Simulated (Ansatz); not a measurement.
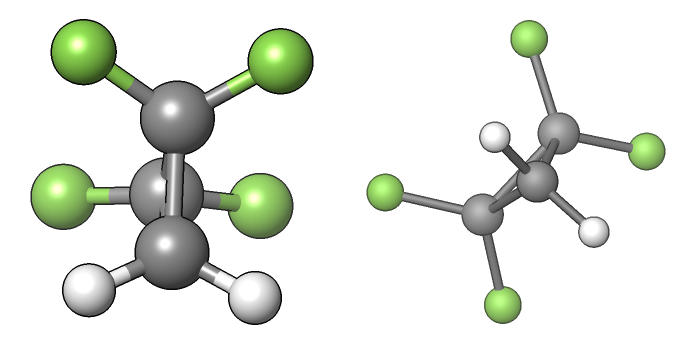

Both panels show the same species. Colours: fluorine green, carbon grey, hydrogen white.

Which formula does it have?

C₃H₂F₄, 9 atoms: 3 carbon, 2 hydrogen and 4 fluorine.

Write the SMILES.

FC1(F)CC1(F)F

How many sets of symmetry-equivalent atoms are there?

4: 4 F, 2 C, 1 C, 2 H.

How many bonds of each kind are drawn?

4 C–F, 3 C–C, 2 C–H.

Which point group does it belong to?

C2v.

The parts below concern this one geometry. Atoms keep their numbers from picture to picture. The geometry was computed by an optimisation with PBE0-D4/def2-TZVP.

**Vibrations**

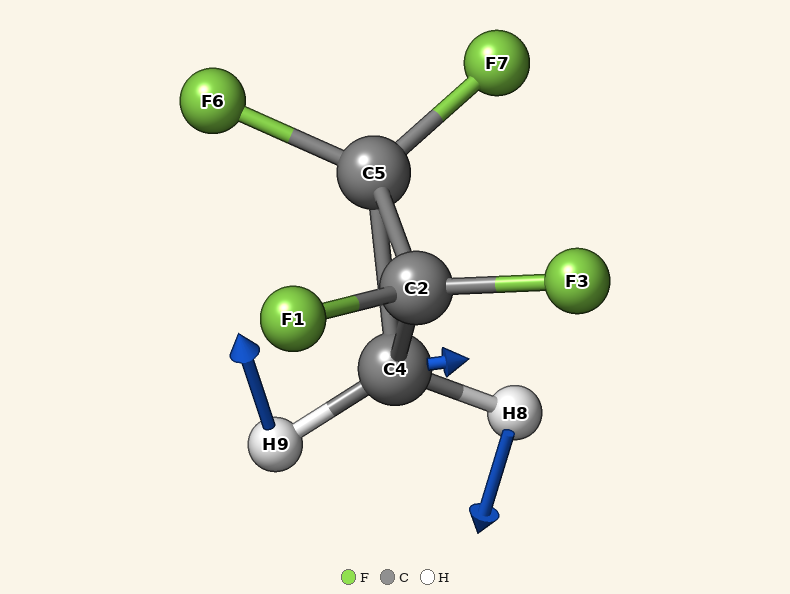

The arrows show one normal mode. Harmonic vibrations computed with RKS PBE0-D4/def2-TZVP (Ansatz 0.2.0) at a stationary point of the same level.

Describe the motion.

Mostly C–C–H bending.

Estimate its harmonic wavenumber.

878 cm⁻¹; it is mode 11 of 21 counted from the lowest.

**Charges**

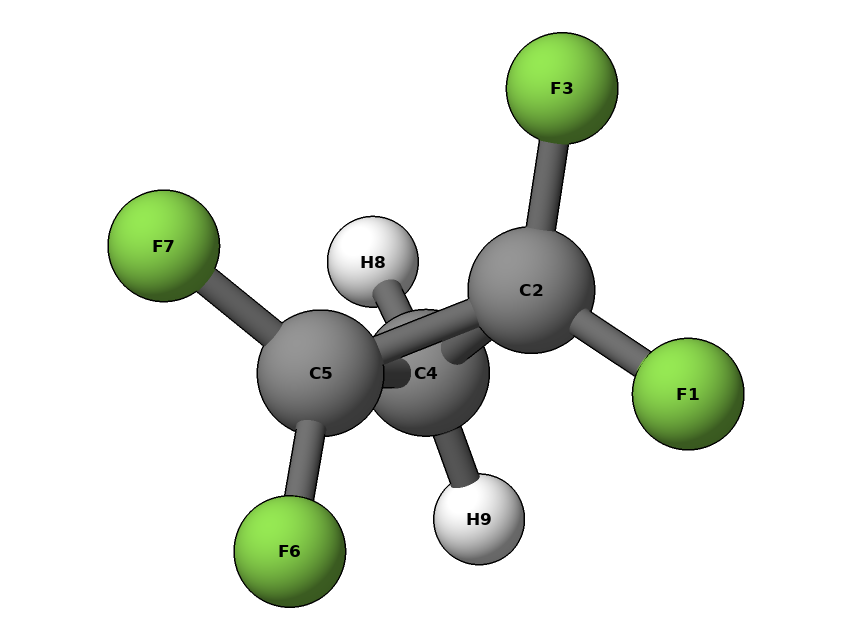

The questions are on Mulliken charges. Method: RKS PBE-D4/def2-TZVPP (Ansatz 0.2.0).

List the Mulliken charges.

| atom | value (e) |
| --- | --- |
| F1 | −0.14 |
| C2 | 0.28 |
| F3 | −0.14 |
| C4 | −0.20 |
| C5 | 0.28 |
| F6 | −0.14 |
| F7 | −0.14 |
| H8 | 0.10 |
| H9 | 0.10 |

**Thermal motion**

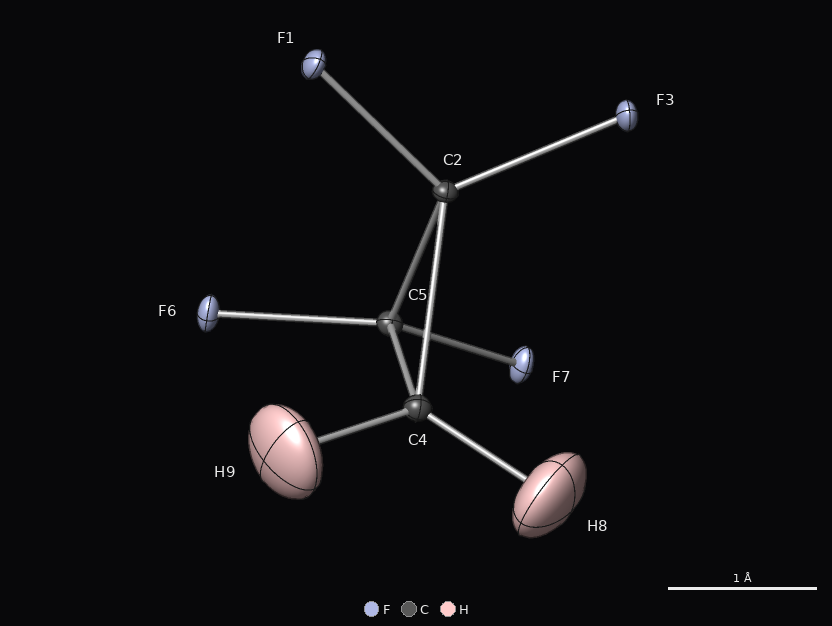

Displacement ellipsoids at the 50 % level, enlarged 1.5 times, from the internal vibrations of the free molecule (harmonic, no overall translation or rotation; no half-axis is drawn under 0.075 Å). Vibrations computed with RKS PBE0-D4/def2-TZVP (Ansatz 0.2.0). Temperature: 200 K.

List U_eq and the three principal root-mean-square amplitudes for each kind of atom.

```
          atom  U_eq (Å²)   rms amplitudes (Å)
F1, F3, F6, F7     0.0022  0.031, 0.046, 0.059
        C2, C5     0.0014  0.033, 0.039, 0.039
            C4     0.0017  0.041, 0.041, 0.042
        H8, H9     0.0164  0.081, 0.144, 0.148
```

**Levels of theory compared**

Program: Ansatz 0.2.0.

Tabulate HOMO–LUMO gap (eV), dipole (D), HOMO energy (eV) at these levels: B3LYP-D4/def2-TZVPP; PBE-D4/def2-TZVPP; r2SCAN-D4/def2-TZVPP; ωB97M-V/def2-TZVPP.

```
               level  HOMO–LUMO gap (eV)  dipole (D)  HOMO energy (eV)
 B3LYP-D4/def2-TZVPP                9.09        2.06             −8.47
   PBE-D4/def2-TZVPP                6.76        1.90             −7.01
r2SCAN-D4/def2-TZVPP                7.49        2.00             −7.33
  ωB97M-V/def2-TZVPP               13.99        2.05            −11.00
```

Mulliken values depend strongly on the basis set and can even reverse the polarity of a bond.
